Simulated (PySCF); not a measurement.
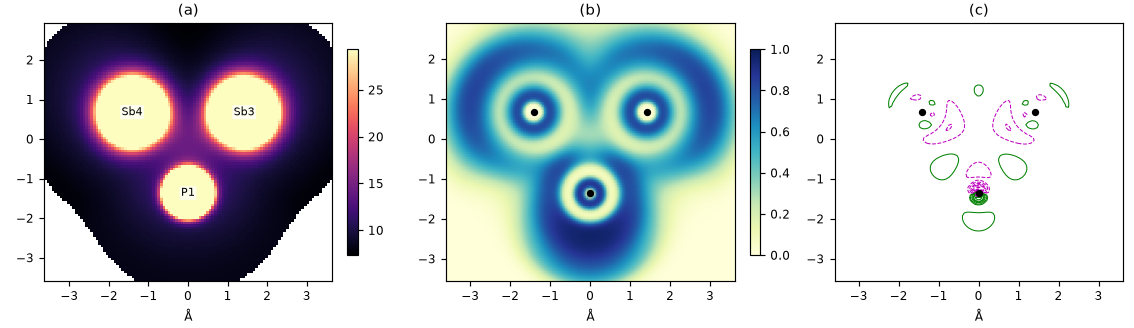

*PPSbSb tetrahedron (P$_{2}$Sb$_{2}$). Three fields in the plane of P1, Sb3 and Sb4. (c): solid green lines positive, dashed magenta lines negative.*

PySCF calculation, B3LYP/def2-SVPD, gas phase; geometry: GFN2-xTB. Core potentials replace the inner electrons of Sb; spin–orbit coupling isn't included. No frequency check shows the geometry to be a minimum. GFN2-xTB bond lengths at metals and heavier atoms can be off by up to 0.1 Å and shapes distorted, which carries into these values.

Input

```python
import numpy as np
from pyscf import gto, scf, dft
from pyscf.scf import atom_ks, atom_hf
from scipy.linalg import block_diag

def solve(mol, dm0=None, hcore=None):
    mf = (dft.UKS if mol.spin else dft.RKS)(mol, xc='b3lyp')
    mf.grids.level = 3
    mf = mf.density_fit(auxbasis='def2-universal-jkfit')
    mf.conv_tol, mf.max_cycle = 1e-8, 80
    if hcore is not None:
        mf.get_hcore = lambda *args: hcore
    mf.kernel(dm0)
    if not mf.converged:
        mf = mf.newton().run(mf.mo_coeff, mf.mo_occ, max_cycle=30)
    assert mf.converged, 'SCF not converged'
    return mf

mol = gto.M(atom='''
P      0.00115     1.34358    -1.07557
P     -0.00115     1.34358     1.07557
Sb    -1.41673    -0.39517    -0.00026
Sb     1.41673    -0.39517     0.00026
''', basis='def2-svpd', ecp={'Sb': 'def2-svpd'}, charge=0, spin=0, verbose=4)
mf = solve(mol)
mf.analyze()
# spherically averaged free atoms, for the promolecule
atom_ks.AtomSphAverageRKS.init_guess_by_vsap = lambda self, mol=None: self.init_guess_by_minao(mol)  # core potentials
atm = atom_ks.get_atm_nrks(mol, xc='b3lyp')
pro = block_diag(*[(atm[a[0]][2] * atm[a[0]][3]) @ atm[a[0]][2].T for a in mol._atom])
np.savez('result.npz', e=mf.e_tot, c=mf.mo_coeff, occ=mf.mo_occ, eps=mf.mo_energy, pro=pro, dip=mf.dip_moment(verbose=0), s2=mf.spin_square()[0])
```

Command:

```sh
OMP_NUM_THREADS=1 python input.py
```

The run took 15 s on 1 thread of Arm Neoverse V1, with other jobs on the host, peak memory 0.44 GiB.

Partitions, critical points and surface values were worked out afterwards from this run's density.

### The panels show, in some order, the electron localisation function (ELF), deformation density and average local ionisation energy. Which is which?

(a) is the average local ionisation energy: it is high near the heavier nuclei and lowest where loosely bound electrons reach out. (b) is the electron localisation function (ELF): it runs from 0 to 1 and is close to 1 over wide basins that fill the valence regions. (c) is the deformation density: it has both signs, with gains where valence electrons gather and losses around them.
